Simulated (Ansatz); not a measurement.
# CH3Si (quartet): one geometry, many settings

What do other methods and options give for CH3Si (quartet) at this geometry, and how long do they take?

The runs use Ansatz 0.2.0, Gaussian basis; the settings change from run to run.

16 further runs of the same task are left out: 6 that didn't finish, 10 set aside as unsound or not needed.

**1. The geometry**

The geometry is a PBE0/def2-TZVP stationary point (not a proven minimum) of the parent state, kept for this charge and spin.

5 atoms, charge 0, spin multiplicity 4.

Atoms are counted from 1 here; the program's logs count them from 0.

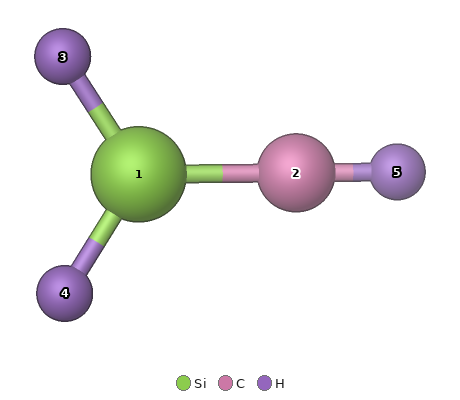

The geometry (silicon green, carbon pink, hydrogen purple); atoms are numbered from 1 in the order of the file.

**2. MP2 on UHF/def2-SVP**

in.yaml

```yaml
crystal:
  periodic: [false, false, false]
  atoms:
    - {symbol: Si, position_ang: [0.000000, 0.000000, 0.491574]}
    - {symbol: C, position_ang: [0.000000, 0.000000, -1.176602]}
    - {symbol: H, position_ang: [0.000000, 1.247023, 1.286284]}
    - {symbol: H, position_ang: [0.000000, -1.247023, 1.286284]}
    - {symbol: H, position_ang: [0.000000, 0.000000, -2.249409]}
basis:
  gaussian: {orbitals: def2-SVP}
magnetization: {spin_polarized: true, initial_magnetization: 3}
correlation: {method: mp2, electrons: valence}
output: {forces: true}
```

Run with:

```bash
ansatz run in.yaml --threads 1 --pin off --events-out ev --progress --plain --max-ram 2393MiB
```

Log:

```text
Functional definition: HF
  name "HF"
  cite "Fock, Z. Phys. 61, 126 (1930) doi:10.1007/BF01340294"
  parent pbe
  exchange = exact_x
  correlation = 0
469 factors; integrals over basis functions are off by at most 1.0e-3 eV
mean field evaluation 1: about -8930.5219 eV, gradient 1.0e1 eV
mean field evaluation 2: about -8930.5232 eV, gradient 1.0e1 eV
mean field evaluation 4: about -8931.7170 eV, gradient 1.3e0 eV
mean field evaluation 8: about -8931.7516 eV, gradient 1.3e-3 eV
mean field -8931.75161534 eV, -328.2358177050 hartree, gradient 1.3e-6 eV, S^2 3.787888; 0 other end points of the search recorded, 0 dependent functions left out
6 core orbitals not correlated: weight in the atoms' cores, before any rotation towards them, 1.000 or more for the frozen orbitals, at most 0.000 for the correlated occupied ones
reference -8931.75161534 eV, -328.2358177050 hartree; 7, 4 occupied and 34, 37 virtual orbitals, 469 factors
second order -4.55850218 eV of doubles, -0.00000000 eV of singles
the calculation of the forces begins
Total energy: -8936.31011752 eV, -328.4033395702 hartree
Atom 0 at     0.000000     0.000000     0.491574 Å, force     0.000000    -0.000000     6.771482 eV/Å
Atom 1 at     0.000000     0.000000    -1.176602 Å, force    -0.000000     0.000000    -5.951001 eV/Å
Atom 2 at     0.000000     1.247023     1.286284 Å, force     0.000000    -0.103183    -0.274470 eV/Å
Atom 3 at     0.000000    -1.247023     1.286284 Å, force     0.000000     0.103183    -0.274470 eV/Å
Atom 4 at     0.000000     0.000000    -2.249409 Å, force    -0.000000    -0.000000    -0.271540 eV/Å
Dipole moment:     0.000000    -0.000000    -0.264894 e Å
```

Run time: 0.24 s. Hardware: 1 thread of AMD EPYC 9R45, shared host.

From the report: ⟨S²⟩ of the determinant 3.788 (pure quartet: 3.75).

**3. NEVPT2(11,7)/cc-pVDZ**

Edit in.yaml of step 2 so:

```diff
@@ -9,5 +9,4 @@
 basis:
-  gaussian: {orbitals: def2-SVP}
-magnetization: {spin_polarized: true, initial_magnetization: 3}
-correlation: {method: mp2, electrons: valence}
-output: {forces: true}
+  gaussian: {orbitals: cc-pVDZ}
+magnetization: {spin_polarized: false, initial_magnetization: 3}
+correlation: {method: sc_nevpt2, electrons: outside_noble_gas, active_space: {window: {electrons: 11, orbitals: 7}, states: [{multiplicity: 4, weights: [0.5, 0.5, 0.5]}], root: 1}}
```

Same command.

Log, shortened:

```text
Functional definition: HF
  name "HF"
  cite "Fock, Z. Phys. 61, 126 (1930) doi:10.1007/BF01340294"
  parent pbe
[...]
869 factors; integrals over basis functions are off by at most 1.5e-7 eV
[...]
mean field -8934.75202186 eV, -328.3460806108 hartree, gradient 2.7e-6 eV, S^2 3.750000; 0 other end points of the search recorded, 0 dependent functions left out
reference -8934.75202186 eV, -328.3460806108 hartree; 13, 10 occupied and 34, 37 virtual orbitals, 869 factors
state -8934.67209091 eV, -328.3431432027 hartree
state -8928.55904782 eV, -328.1184930125 hartree
state -8928.50841157 eV, -328.1166321647 hartree
state -8934.67209091 eV, -328.3431432027 hartree; corrected -8939.08828690 eV, -328.5054354120 hartree
state -8928.55904782 eV, -328.1184930125 hartree; corrected -8933.55152745 eV, -328.3019632550 hartree
state -8928.50841157 eV, -328.1166321647 hartree; corrected -8933.89629902 eV, -328.3146333766 hartree
Total energy: -8933.55152745 eV, -328.3019632550 hartree
```

Wall time 0.42 s (1 thread of AMD EPYC 9R45, shared host).

From the report: 8 determinants; active occupations (of the averaged states) 2.00, 1.99, 1.68, 1.67, 1.62, 1.05, 1.00.

**4. HF/STO-3G**

Edit in.yaml of step 3 so:

```diff
@@ -9,4 +9,5 @@
 basis:
-  gaussian: {orbitals: cc-pVDZ}
+  gaussian: {orbitals: STO-3G, fitting: {mean_field: def2-universal-jkfit}}
 magnetization: {spin_polarized: false, initial_magnetization: 3}
-correlation: {method: sc_nevpt2, electrons: outside_noble_gas, active_space: {window: {electrons: 11, orbitals: 7}, states: [{multiplicity: 4, weights: [0.5, 0.5, 0.5]}], root: 1}}
+hamiltonian: {xc: hf}
+output: {forces: true, orbitals: {seedname: orbitals}}
```

Launched as before.

Log, shortened:

```text
Functional definition: HF
  name "HF"
  cite "Fock, Z. Phys. 61, 126 (1930) doi:10.1007/BF01340294"
  parent pbe
[...]
257 factors; integrals over basis functions are off by at most 7.5e-3 eV
[...]
mean field -8830.00300479 eV, -324.4966252349 hartree, gradient 2.7e-5 eV, S^2 3.750000; 0 other end points of the search recorded, 0 dependent functions left out
[...]
reference -8830.00300479 eV, -324.4966252349 hartree; 13, 10 occupied and 4, 7 virtual orbitals, 257 factors
Total energy: -8830.00300479 eV, -324.4966252349 hartree
Atom 0 at     0.000000     0.000000     0.491574 Å, force    -0.000000     0.000000     9.232138 eV/Å
Atom 1 at     0.000000     0.000000    -1.176602 Å, force     0.000000     0.000000    -7.292954 eV/Å
Atom 2 at     0.000000     1.247023     1.286284 Å, force    -0.000000    -1.350867    -1.124953 eV/Å
Atom 3 at     0.000000    -1.247023     1.286284 Å, force     0.000000     1.350867    -1.124953 eV/Å
Atom 4 at     0.000000     0.000000    -2.249409 Å, force     0.000000    -0.000000     0.310722 eV/Å
Dipole moment:     0.000000    -0.000000    -0.025874 e Å
```

It took 0.06 s on 1 thread of AMD EPYC 9R45, shared host.

**5. MP2 on UHF/cc-pVDZ**

Edit in.yaml of step 4 so:

```diff
@@ -9,5 +9,6 @@
 basis:
-  gaussian: {orbitals: STO-3G, fitting: {mean_field: def2-universal-jkfit}}
-magnetization: {spin_polarized: false, initial_magnetization: 3}
-hamiltonian: {xc: hf}
-output: {forces: true, orbitals: {seedname: orbitals}}
+  gaussian: {orbitals: cc-pVDZ}
+magnetization: {spin_polarized: true, initial_magnetization: 3}
+correlation: {method: mp2, electrons: outside_noble_gas}
+scf: {lower_state_search: off}
+output: {forces: true}
```

Same command.

Log, shortened:

```text
Functional definition: HF
  name "HF"
  cite "Fock, Z. Phys. 61, 126 (1930) doi:10.1007/BF01340294"
  parent pbe
[...]
446 factors; integrals over basis functions are off by at most 1.2e-3 eV
[...]
mean field -8935.05715624 eV, -328.3572940925 hartree, gradient 1.7e-6 eV, S^2 3.787212; 0 other end points of the search recorded, 0 dependent functions left out
6 core orbitals not correlated: weight in the atoms' cores, before any rotation towards them, 1.000 or more for the frozen orbitals, at most 0.000 for the correlated occupied ones
reference -8935.05715624 eV, -328.3572940925 hartree; 7, 4 occupied and 34, 37 virtual orbitals, 446 factors
second order -4.60424163 eV of doubles, -0.00000000 eV of singles
[...]
Total energy: -8939.66139787 eV, -328.5264968515 hartree
Atom 0 at     0.000000     0.000000     0.491574 Å, force    -0.000000     0.000000     6.929397 eV/Å
Atom 1 at     0.000000     0.000000    -1.176602 Å, force     0.000000     0.000000    -6.125407 eV/Å
Atom 2 at     0.000000     1.247023     1.286284 Å, force     0.000000     0.014454    -0.216888 eV/Å
Atom 3 at     0.000000    -1.247023     1.286284 Å, force     0.000000    -0.014454    -0.216888 eV/Å
Atom 4 at     0.000000     0.000000    -2.249409 Å, force    -0.000000     0.000000    -0.370214 eV/Å
Dipole moment:     0.000000    -0.000000    -0.279663 e Å
Checks for a lower state left out: starts, cluster_reference, orbital_swaps, neighbouring_geometries, increment
```

Wall time 0.27 s (1 thread of AMD EPYC 9R45, shared host).

From the report: ⟨S²⟩ of the determinant 3.787 (pure quartet: 3.75).

**6. CCSD/cc-pVDZ**

Edit in.yaml of step 5 so:

```diff
@@ -11,4 +11,3 @@
 magnetization: {spin_polarized: true, initial_magnetization: 3}
-correlation: {method: mp2, electrons: outside_noble_gas}
-scf: {lower_state_search: off}
-output: {forces: true}
+hamiltonian: {xc: {name: PBE0}}
+correlation: {method: ccsd, electrons: outside_noble_gas}
```

The command is unchanged.

Log, shortened:

```text
Functional definition: PBE0
  name "PBE0"
  cite "Adamo & Barone, J. Chem. Phys. 110, 6158 (1999) doi:10.1063/1.478522"
  cite "Perdew, Burke & Ernzerhof, Phys. Rev. Lett. 77, 3865 (1996) doi:10.1103/PhysRevLett.77.3865"
  parent pbe
[...]
446 factors; integrals over basis functions are off by at most 1.2e-3 eV
[...]
mean field -8952.20740859 eV, -328.9875542416 hartree, gradient 1.9e-6 eV, S^2 3.763802; 0 other end points of the search recorded, 0 dependent functions left out
6 core orbitals not correlated: weight in the atoms' cores, before any rotation towards them, 1.000 or more for the frozen orbitals, at most 0.000 for the correlated occupied ones
reference -8934.79202546 eV, -328.3475507162 hartree; 7, 4 occupied and 34, 37 virtual orbitals, 446 factors
second order -4.81384564 eV of doubles, -0.14319145 eV of singles
cycle   1  -5.62296299 eV  change   -6.7e-1 eV  update   5.6e-2
[...]
cycle   9  -5.86827400 eV  change    8.1e-6 eV  update   9.2e-6
Total energy: -8940.66029946 eV, -328.5632058079 hartree
```

It took 0.78 s on 1 thread of AMD EPYC 9R45, shared host.

From the report: ⟨S²⟩ of the determinant 3.764 (pure quartet: 3.75); correlation -5.8683 eV; T1 0.012; largest double amplitude 0.04. The orbitals are Kohn-Sham ones, so correlation energy and T1 don't compare with those on Hartree-Fock orbitals.

**7. BCCD/STO-3G**

Edit in.yaml of step 6 so:

```diff
@@ -9,5 +9,5 @@
 basis:
-  gaussian: {orbitals: cc-pVDZ}
-magnetization: {spin_polarized: true, initial_magnetization: 3}
-hamiltonian: {xc: {name: PBE0}}
-correlation: {method: ccsd, electrons: outside_noble_gas}
+  gaussian: {orbitals: STO-3G, fitting: {mean_field: def2-universal-jkfit}}
+magnetization: {spin_polarized: false, initial_magnetization: 3}
+hamiltonian: {xc: {name: r2SCAN}}
+correlation: {method: bccd, electrons: all}
```

Same command.

Log, shortened:

```text
Functional definition: r2SCAN
  name "r2SCAN"
  cite "Furness, Kaplan, Ning, Perdew & Sun, J. Phys. Chem. Lett. 11, 8208 (2020) doi:10.1021/acs.jpclett.0c02405"
  cite "Furness, Kaplan, Ning, Perdew & Sun, J. Phys. Chem. Lett. 11, 9248 (2020) doi:10.1021/acs.jpclett.0c03077"
  parent r2scan
[...]
257 factors; integrals over basis functions are off by at most 7.5e-3 eV
[...]
mean field -8849.77227431 eV, -325.2231324898 hartree, gradient 3.5e-6 eV, S^2 3.750000; 0 other end points of the search recorded, 0 dependent functions left out
[...]
reference -8829.85195197 eV, -324.4910741462 hartree; 13, 10 occupied and 4, 7 virtual orbitals, 257 factors
second order -1.53645659 eV of doubles, -0.29631010 eV of singles
cycle   1  -2.39562750 eV  change   -5.6e-1 eV  update   6.7e-2
[...]
cycle  10  -2.72780788 eV  change   -3.7e-6 eV  update   7.1e-6
Total energy: -8832.57975985 eV, -324.5913192367 hartree
```

Run time: 0.66 s. Hardware: 1 thread of AMD EPYC 9R45, shared host.

From the report: correlation -2.7278 eV; largest double amplitude 0.07.

**8. The runs in one table**

Where basis and cores are those of an earlier UCCSDT(Q)/cc-pVDZ run (-8940.8780 eV), and the state is the same kind, the miss against it is given.

```csv
level,correlated,functions,energy (eV),from UCCSDT(Q) (meV),time
MP2 on UHF/def2-SVP,valence,47,-8936.3101,,0.24 s
"NEVPT2(11,7)/cc-pVDZ (excited root 1 of an average)",outside noble gas,47,-8933.5515,,0.42 s
HF/STO-3G,,17,-8830.0030,,0.06 s
MP2 on UHF/cc-pVDZ,outside noble gas,47,-8939.6614,1216.6,0.27 s
CCSD/cc-pVDZ (on PBE0 orbitals),outside noble gas,47,-8940.6603,217.7,0.78 s
BCCD/STO-3G (on r2SCAN orbitals),all,17,-8832.5798,,0.66 s
```

**9. Summary of results**

```
quantity                                    value
    runs                                        6
quickest                        HF/STO-3G, 0.06 s
 slowest  CCSD/cc-pVDZ (on PBE0 orbitals), 0.78 s
```

**Reading.** Total energies in different bases, with other cores or another treatment of relativity can't be set against each other. CCSD/cc-pVDZ (on PBE0 orbitals) took 13 times as long as HF/STO-3G; the jobs differ in more than the method. Among the correlated runs with a miss given, it spans +218 to +1217 meV. Cores frozen from Kohn-Sham orbitals shift the total energy.
